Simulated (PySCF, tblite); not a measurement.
**C5H9NO2+ (doublet): geometry, infrared bands and EPR parameters**

What infrared bands and EPR parameters should C5H9NO2+ (doublet) (`CO[C@@H]1C[C@H]1C(N)=[O+]`) show?

Programs: tblite 0.8.0 and PySCF 2.14.0, with density-fitted response routines of our own. Each step states its level of theory. These are calculated values for one molecule in the gas phase, unless marked as measured. Atoms are numbered from 0 throughout.

**1. The molecule as given**

17 atoms, charge 1, multiplicity 2; geometry from: force field or distance geometry start.

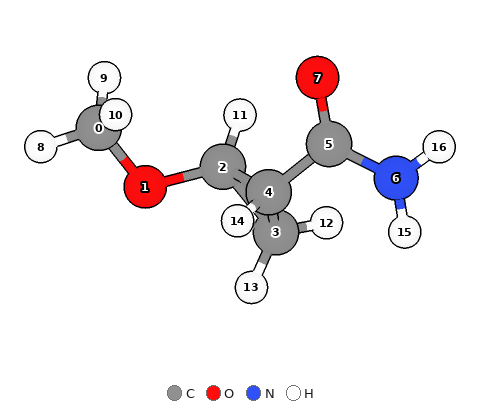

The starting geometry (carbon grey, oxygen red, nitrogen blue, hydrogen white), atoms numbered.

**2. Geometry optimisation with GFN2-xTB**

What the job is given:

```
{"job": {"kind": "relax", "xc": "GFN2-xTB", "basis": "xTB"}, "charge": 1, "multiplicity": 2}
C      2.705900     0.073400     0.648200
O      1.848100    -0.791400    -0.102600
C      0.484800    -0.719200     0.331100
C     -0.514800    -1.276700    -0.655600
C     -0.410200     0.209100    -0.463200
C     -1.466400     0.970300     0.229600
N     -2.701200     0.881700    -0.321500
O     -1.212200     1.650000     1.225600
H      3.722200    -0.026700     0.269900
H      2.682900    -0.199200     1.712600
H      2.371300     1.112500     0.524000
H      0.251900    -0.857600     1.384900
H     -1.376500    -1.802100    -0.225900
H     -0.123900    -1.716800    -1.565600
H      0.079100     0.782000    -1.255500
H     -2.893300     0.330200    -1.131000
H     -3.454800     1.392400     0.124500
```

The run is started by

```sh
OMP_NUM_THREADS=1 python probes_run.py task.json out
```

The driver reads the jobs from task.json and runs them one after another.

**Question.** This job is followed by: GFN2-xTB harmonic vibrations, gas phase; UKS B3LYP, pcH-1 on C H N O, non-relativistic, mean-field spin-orbit, GIAO. Predict these results of the whole session: strongest single infrared mode (GFN2-xTB); zero-point energy (GFN2-xTB); g(iso) (B3LYP); ⟨S²⟩; largest a(iso) (averaged by class).

**Answer**, as computed:

| quantity | value |
| --- | --- |
| strongest single infrared mode (GFN2-xTB) | 1740 cm⁻¹, 357 km/mol |
| zero-point energy (GFN2-xTB) | 84.0 kcal/mol |
| g(iso) (B3LYP) | 2.00623 |
| ⟨S²⟩ | 0.754 (exact 0.75) |
| largest a(iso) (averaged by class) | 1H on H8, H9, H10, 55.6 MHz |

**Reading.** Relaxing lowered the energy by 0.591 eV in 126 steps; the close pair that moved most is O1–C2, from 1.432 to 1.341 Å. No mode is imaginary among the 45: a minimum at this level. The strongest single mode, at 1740 cm⁻¹, moves mainly C5 and O7. Unscaled tight-binding wavenumbers are off by several per cent, some by more. Its intensities can rank the bands wrongly. The largest share of the spin, 0.38 e, sits on O1. The isotropic g lies 3.9 ppt above the free-electron value.
